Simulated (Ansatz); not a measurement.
**Molecular dynamics, with input and output: W (part 5 of 5)**

Continued. System: W (defect cell, 17 atoms in the cell). Method: DFT PBEsol, scalar-relativistic, plane waves, PAW, no spin polarisation (Ansatz 0.2.0); cutoff 420 eV, 3×3×3 k-mesh, Fermi–Dirac smearing of 0.1 eV. It belongs to a series of runs on one base structure; here: dynamics from the start.

Geometry of the input (Å; fractional positions):
```
6.3200  0.0000  0.0000
0.0000  6.3200  0.0000
0.0000  0.0000  6.3200
W  -0.0943  -0.0216  -0.1011
W  0.5155  -0.0029  0.0036
W  0.0112  0.4936  0.0041
W  0.0107  -0.0029  0.5086
W  0.3049  0.3002  0.2979
W  0.5146  0.4988  0.0023
W  0.5093  -0.0040  0.5023
W  0.7656  0.2476  0.2521
W  0.0093  0.4988  0.5076
W  0.2761  0.7113  0.2691
W  0.2590  0.2475  0.7586
W  0.5189  0.5087  0.5119
W  0.7692  0.7502  0.2490
W  0.7409  0.2743  0.7339
W  0.2560  0.7502  0.7622
W  0.7367  0.7143  0.7297
W  0.1408  0.0390  0.1339
```

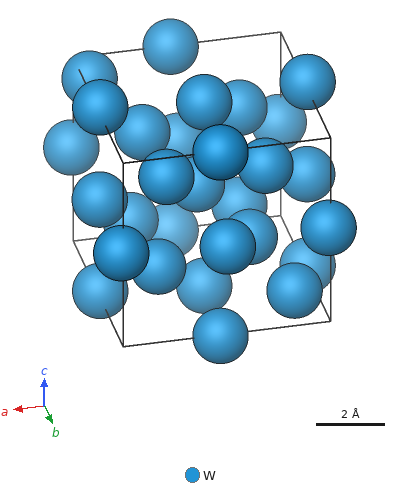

The geometry at step 266 of the log (spheres-only view of the cell of the calculation, seen at an oblique angle).

Trajectory as extended XYZ, continued
```
17
Lattice="6.3200 0.0000 0.0000 0.0000 6.3200 0.0000 0.0000 0.0000 6.3200" Properties=species:S:1:pos:R:3:forces:R:3 step=232 time_fs=696.0 energy=-174346.79239 temperature=582.9
W    -0.6579    0.3465   -0.5470    5.4161   0.0885   3.3376
W     3.3225    0.1411   -0.0187   -2.5107  -2.3965   0.0847
W     0.0871    3.1499   -0.0948    0.4079  -0.1260   1.7486
W    -0.0174    0.0029    3.2434    1.2979  -0.2596  -1.2560
W     1.7106    1.7171    1.6055   -0.3639   2.0688   0.9757
W     3.4280    3.1892    0.0698   -3.1771   0.3695  -1.1004
W     3.1697   -0.0051    3.2240   -0.5915  -0.3317  -0.8041
W     4.6504    1.5119    1.7065    3.2243   0.9592  -0.8369
W     0.0275    3.0905    3.1801    0.1149   0.6129  -0.3454
W     1.8952    4.2863    1.9596   -1.7635   0.6480  -1.2864
W     1.6580    1.6159    4.7125   -0.5979  -0.3007   0.8581
W     3.3949    3.2750    3.2381   -0.4065  -1.7715   1.4532
W     4.7788    4.7599    1.5302    1.8300   0.5514   1.0428
W     4.5876    1.8122    4.5565    0.0026   1.4488  -1.0189
W     1.5817    4.7205    4.8153    1.0592   0.5524  -0.5384
W     4.8510    4.7178    4.7140   -1.8982  -2.1387  -0.7419
W     0.9968   -0.3917    0.8187   -2.0434   0.0251  -1.5722
17
Lattice="6.3200 0.0000 0.0000 0.0000 6.3200 0.0000 0.0000 0.0000 6.3200" Properties=species:S:1:pos:R:3:forces:R:3 step=239 time_fs=717.0 energy=-174347.53229 temperature=1001.1
W    -0.5522    0.3722   -0.5024    0.9315  -0.1532   0.3639
W     3.3027    0.1364   -0.0274   -0.5727  -2.0434  -0.5069
W     0.0928    3.1415   -0.0380   -0.4626   0.0721   1.1554
W    -0.0048    0.0399    3.2368    0.5807  -0.8911  -0.6926
W     1.7180    1.7479    1.6264   -0.5858   0.5390   0.0030
W     3.3506    3.1637    0.0357   -1.3363   0.9347  -0.6257
W     3.0855    0.0374    3.1773    0.8841  -1.1897  -0.3460
W     4.6630    1.5137    1.6698    2.9220   1.0372  -0.7063
W     0.0711    3.0584    3.2051   -0.6675   1.7652  -0.5971
W     1.8698    4.3008    1.9300    0.4693  -1.2980   0.9860
W     1.6775    1.6365    4.6659   -0.7260  -0.6706   2.0443
W     3.4006    3.2201    3.2605   -1.9795   0.1447  -0.5483
W     4.8235    4.7511    1.5852    0.5320   0.3027  -0.0688
W     4.6480    1.8225    4.5321    0.0367  -0.8997   0.8616
W     1.5308    4.7125    4.8656    1.8191   0.7426  -1.7046
W     4.8062    4.7093    4.6712   -0.8785   0.0330   0.8249
W     0.9813   -0.4238    0.8198   -0.9664   1.5745  -0.4428
17
Lattice="6.3200 0.0000 0.0000 0.0000 6.3200 0.0000 0.0000 0.0000 6.3200" Properties=species:S:1:pos:R:3:forces:R:3 step=245 time_fs=735.0 energy=-174347.25107 temperature=939.1
W    -0.4373    0.3938   -0.4546   -4.5981   0.8428  -4.1068
W     3.2721    0.0943   -0.0432    1.2290  -0.9965  -0.4167
W     0.0904    3.1357    0.0342   -1.0495   0.6607   0.0145
W     0.0182    0.0572    3.2179   -0.1552  -0.9729   0.3648
W     1.7144    1.7865    1.6462   -0.2829  -1.2681  -0.7841
W     3.2550    3.1573   -0.0069    0.6598   0.7943  -0.1110
W     3.0254    0.0544    3.1287    2.0985  -1.3534   0.0836
W     4.7280    1.5345    1.6241    1.3420   0.8199  -0.4005
W     0.0981    3.0610    3.2174   -1.4593   2.1627  -0.0990
W     1.8522    4.2943    1.9177    1.3784  -0.7936   1.3900
W     1.6815    1.6428    4.6606   -0.6524  -0.9098   2.3035
W     3.3726    3.1701    3.2737   -1.5392   0.5985  -1.3164
W     4.8745    4.7493    1.6343   -0.7618   0.1290  -0.8649
W     4.7013    1.8192    4.5230   -0.4011  -2.0221   1.7051
W     1.5180    4.7189    4.8802    1.7072   0.6475  -2.1063
W     4.7489    4.6990    4.6462    0.2780   1.3890   1.6745
W     0.9512   -0.4282    0.8143    2.2065   0.2720   2.6698
17
Lattice="6.3200 0.0000 0.0000 0.0000 6.3200 0.0000 0.0000 0.0000 6.3200" Properties=species:S:1:pos:R:3:forces:R:3 step=252 time_fs=756.0 energy=-174347.08008 temperature=952.1
W    -0.3884    0.4320   -0.4775   -3.4733  -1.5951  -2.6065
W     3.2605    0.0223   -0.0704    1.7672   0.2516   0.1954
W     0.0652    3.1441    0.1202   -0.9621   1.4649  -1.6798
W     0.0430    0.0578    3.2033   -0.4909  -0.6634   1.1708
W     1.7038    1.8057    1.6534   -0.0797  -2.2356  -1.1085
W     3.1543    3.1659   -0.0609    2.3354   0.3070   0.3582
W     2.9982    0.0468    3.0721    2.7317  -0.8341   0.6627
W     4.8337    1.5767    1.5617   -0.8741   0.1449   0.6630
W     0.0987    3.1090    3.2314   -1.9217   1.2219   0.7285
W     1.8598    4.2711    1.9311    1.4205   0.3685   0.7057
W     1.6727    1.6313    4.7021   -0.3532  -0.7046   1.2632
W     3.3105    3.1203    3.2653    1.1154   0.0153  -0.0121
W     4.9193    4.7503    1.6751   -1.8114   0.1739  -1.3655
W     4.7524    1.7779    4.5432   -2.8199   0.3237  -0.4330
W     1.5383    4.7406    4.8536    0.8593   0.4668  -1.4725
W     4.6854    4.7141    4.6508    1.0976   0.9886   1.3944
W     0.9570   -0.4258    0.8594    1.4593   0.3058   1.5361
17
Lattice="6.3200 0.0000 0.0000 0.0000 6.3200 0.0000 0.0000 0.0000 6.3200" Properties=species:S:1:pos:R:3:forces:R:3 step=259 time_fs=777.0 energy=-174346.83641 temperature=1001.6
W    -0.4121    0.4329   -0.5569    1.4874  -4.7203   2.7508
W     3.2874   -0.0493   -0.0945    0.6405   1.2821   1.0308
W     0.0171    3.1871    0.1729    0.1079   1.5937  -2.9019
W     0.0586    0.0428    3.2135   -0.4060  -0.1174   0.8839
W     1.6901    1.7777    1.6363   -0.0488  -0.6212  -0.4821
W     3.0997    3.1830   -0.1097    2.6231  -0.0493   1.0286
W     3.0330    0.0191    3.0273    2.4508   0.0856   1.1552
W     4.9275    1.6249    1.5105   -2.4056  -0.7975   1.6155
W     0.0557    3.1888    3.2619   -1.1713  -0.3675   0.6432
W     1.9011    4.2526    1.9619    0.7946   0.4740  -0.4230
W     1.6547    1.6028    4.7758   -0.0268  -0.0225  -0.4070
W     3.2678    3.0680    3.2552    2.5175  -0.3194   1.1473
W     4.9251    4.7556    1.6870   -2.1521   0.2960  -1.3076
W     4.7409    1.7419    4.5547   -4.2095   2.7469  -2.2170
W     1.5803    4.7747    4.7908   -0.2315   0.0443  -0.2109
W     4.6431    4.7519    4.6873    1.5686  -0.6410   0.0639
W     0.9945   -0.4143    0.9397   -1.5390   1.1334  -2.3694
17
Lattice="6.3200 0.0000 0.0000 0.0000 6.3200 0.0000 0.0000 0.0000 6.3200" Properties=species:S:1:pos:R:3:forces:R:3 step=266 time_fs=798.0 energy=-174346.79432 temperature=1209.5
W    -0.4164    0.3346   -0.5923    0.6558  -1.1247   2.1406
W     3.3319   -0.0972   -0.0963   -1.0047   2.2445   1.7505
W    -0.0332    3.2708    0.1631    1.3317   0.5012  -2.8035
W     0.0660    0.0239    3.2451   -0.2621   0.6921  -0.1195
W     1.6747    1.7348    1.6065    0.3275   2.5758   0.5759
W     3.1014    3.2007   -0.1384    1.8717  -0.3935   1.7999
W     3.1289   -0.0096    3.0049    1.0030   0.9228   1.1449
W     4.9751    1.6596    1.4908   -2.6060  -1.2537   1.4048
W    -0.0190    3.2691    3.3092    0.3815  -1.4873  -0.5159
W     1.9643    4.2440    1.9854   -0.6095   0.6254  -1.5940
W     1.6336    1.5708    4.8489    0.0442   0.6692  -1.4202
W     3.2754    3.0054    3.2671    0.6896   0.7447  -0.1291
W     4.8808    4.7686    1.6691   -1.5744   0.3335  -0.8170
W     4.6391    1.7553    4.5263    0.4037  -0.7450   1.5666
W     1.6225    4.8130    4.7162   -0.6807  -0.5567   1.0855
W     4.6337    4.7781    4.7285    1.4247  -2.3023  -1.6830
W     1.0056   -0.3819    0.9796   -1.3960  -1.4459  -2.3864
17
Lattice="6.3200 0.0000 0.0000 0.0000 6.3200 0.0000 0.0000 0.0000 6.3200" Properties=species:S:1:pos:R:3:forces:R:3 step=273 time_fs=819.0 energy=-174346.17483 temperature=1071.5
W    -0.4066    0.1985   -0.5810   -1.4197   2.5643   0.0884
W     3.3579   -0.0973   -0.0584   -2.0278   2.4183   1.3481
W    -0.0580    3.3735    0.0876    1.7747  -1.1110  -1.3036
W     0.0678    0.0191    3.2764   -0.0468   1.1976  -1.3685
W     1.6648    1.7437    1.5860    0.2542   3.0934   0.9093
W     3.1479    3.2108   -0.1278    0.7985  -0.6847   1.8481
W     3.2565   -0.0198    3.0075   -1.2830   1.3228   0.9262
W     4.9668    1.6693    1.5016   -1.6711  -0.9024   0.4084
W    -0.0918    3.3224    3.3481    1.8509  -2.0711  -1.9505
W     2.0206    4.2496    1.9762   -1.3444   0.7553  -1.2379
W     1.6115    1.5511    4.8966    0.0540   1.0455  -1.5265
W     3.2984    2.9567    3.2749   -1.8542   2.3979  -2.0882
W     4.7968    4.7897    1.6297    0.2270  -0.1542  -0.3188
W     4.5363    1.7536    4.5312    4.8952  -3.9365   4.9051
W     1.6539    4.8420    4.6592   -0.3492  -0.9236   1.6659
W     4.6546    4.7546    4.7356   -0.1226  -2.4671  -2.3135
W     0.9871   -0.3774    0.9704    0.2644  -2.5445   0.0081
17
Lattice="6.3200 0.0000 0.0000 0.0000 6.3200 0.0000 0.0000 0.0000 6.3200" Properties=species:S:1:pos:R:3:forces:R:3 step=280 time_fs=840.0 energy=-174346.64206 temperature=1366.2
W    -0.4255    0.1081   -0.5641   -1.3849   2.4254  -0.4743
W     3.3396   -0.0425    0.0112   -1.9818   1.4553  -0.1053
W    -0.0434    3.4563   -0.0219    1.5658  -2.3492   0.6335
W     0.0687    0.0408    3.2792    0.1633   0.9097  -1.5796
W     1.6582    1.8193    1.5842   -0.8123   0.3166   0.3727
W     3.2160    3.2054   -0.0758   -0.2214  -0.8543   0.5861
W     3.3613   -0.0004    3.0327   -3.2119   1.1628   0.8922
W     4.9189    1.6581    1.5238   -0.4254  -0.4628  -0.1287
W    -0.1261    3.3297    3.3443    2.6953  -2.5270  -2.8165
W     2.0498    4.2729    1.9392   -1.0952   0.6054   0.2481
W     1.5897    1.5543    4.9113    0.1405   0.9987  -1.3004
W     3.2896    2.9531    3.2451    0.0365   0.4027   0.6467
W     4.7146    4.8081    1.5807    2.4469  -0.7392   0.1743
W     4.5301    1.6738    4.6377    3.3339  -0.3753   1.7450
W     1.6786    4.8516    4.6368    0.0135  -0.8832   1.4105
W     4.6738    4.6760    4.6917   -1.6885  -0.4662  -1.3381
W     0.9706   -0.4244    0.9579    0.4258   0.3806   1.0339
17
Lattice="6.3200 0.0000 0.0000 0.0000 6.3200 0.0000 0.0000 0.0000 6.3200" Properties=species:S:1:pos:R:3:forces:R:3 step=286 time_fs=858.0 energy=-174346.56043 temperature=1220.8
W    -0.4647    0.0720   -0.5562    0.4721  -0.3466   0.3189
W     3.2884    0.0312    0.0705   -1.4329   0.2472  -1.0834
W    -0.0027    3.4863   -0.1064    1.0381  -2.7086   1.7362
W     0.0719    0.0756    3.2541    0.0920   0.2002  -0.7858
W     1.6393    1.8930    1.5901   -1.4621  -1.8143  -0.0214
W     3.2712    3.1859   -0.0198   -0.9445  -0.5548  -0.7681
W     3.3957    0.0368    3.0701   -3.6497   0.4655   0.6619
W     4.8691    1.6396    1.5415    0.6360  -0.2185   0.0149
W    -0.1084    3.2914    3.2918    2.4089  -2.1353  -2.4754
W     2.0560    4.3030    1.9113    0.2131  -0.1078   1.8970
W     1.5736    1.5748    4.9001    0.3034   0.5978  -1.0267
W     3.2794    2.9605    3.2270    1.3082  -1.1249   2.5269
W     4.6851    4.8117    1.5417    3.0441  -0.5958   0.7392
W     4.5857    1.5960    4.7628    0.3166   4.0780  -2.3956
W     1.6993    4.8442    4.6433   -0.0108  -0.4501   0.9193
W     4.6632    4.5983    4.6292   -1.2652   1.2925  -0.1380
W     0.9622   -0.4603    0.9626   -1.0671   3.1757  -0.1198
17
Lattice="6.3200 0.0000 0.0000 0.0000 6.3200 0.0000 0.0000 0.0000 6.3200" Properties=species:S:1:pos:R:3:forces:R:3 step=293 time_fs=879.0 energy=-174346.73256 temperature=1016.0
W    -0.4989    0.0249   -0.5442    0.3439  -2.0810  -0.7410
W     3.2075    0.1138    0.1121    0.1895  -0.9689  -1.5769
W     0.0605    3.4651   -0.1620    0.1273  -2.1854   2.1447
W     0.0760    0.1158    3.2137   -0.4182  -0.6490   0.7053
W     1.5919    1.9362    1.5960   -0.6485  -2.4081  -0.2582
W     3.3109    3.1558    0.0249   -1.4183   0.4417  -1.3287
W     3.3609    0.0848    3.1230   -2.7682  -0.4157   0.3147
W     4.8292    1.6153    1.5607    1.3400  -0.1417   0.0058
W    -0.0440    3.2105    3.1893    0.7684  -0.4179  -0.6405
W     2.0676    4.3342    1.9186    1.1021   0.0310   2.1211
W     1.5624    1.6079    4.8680    0.2578  -0.0601  -0.5512
W     3.2920    2.9474    3.2545    0.6732  -1.1858   1.6312
W     4.7119    4.8044    1.5152    1.8470  -0.1576   1.1355
W     4.6516    1.5936    4.8486   -1.1427   5.2247  -4.1518
W     1.7209    4.8279    4.6683   -0.1671   0.1463   0.3810
W     4.6301    4.5414    4.5602    0.5528   2.2713   0.7569
W     0.9341   -0.4390    0.9670   -0.6390   2.5563   0.0521
17
Lattice="6.3200 0.0000 0.0000 0.0000 6.3200 0.0000 0.0000 0.0000 6.3200" Properties=species:S:1:pos:R:3:forces:R:3 step=300 time_fs=900.0 energy=-174347.28653 temperature=1009.7
W    -0.5263   -0.0526   -0.5533   -1.9224   0.0019  -2.9663
W     3.1424    0.1654    0.1148    1.9321  -1.5119  -1.5506
W     0.1178    3.4009   -0.1648   -0.7477  -1.0355   1.9570
W     0.0705    0.1369    3.1938   -0.9145  -1.2315   1.8530
W     1.5400    1.9247    1.5952    1.5905  -1.3306  -0.5825
W     3.3155    3.1394    0.0372   -1.3309   1.3102  -0.6957
W     3.2730    0.1185    3.1754   -1.0474  -0.6612  -0.1194
W     4.8218    1.5911    1.5761    1.0369  -0.1190  -0.5862
W     0.0275    3.1331    3.0882   -1.0502   1.8406   1.6751
W     2.0989    4.3631    1.9672    0.7066   0.7611   0.6297
W     1.5576    1.6351    4.8288   -0.0792  -0.6763   0.1174
W     3.3159    2.9125    3.3104   -0.6455  -0.1836  -0.7121
W     4.7734    4.7938    1.5162    0.0876  -0.1394   1.1270
W     4.6898    1.6932    4.8404    0.3913   1.0403  -2.2118
W     1.7357    4.8166    4.6987   -0.4238   0.4249   0.1840
W     4.6116    4.5396    4.5156    1.2759   2.2361   0.8725
W     0.8994   -0.3711    0.9740    1.1407  -0.7262   1.0089
```
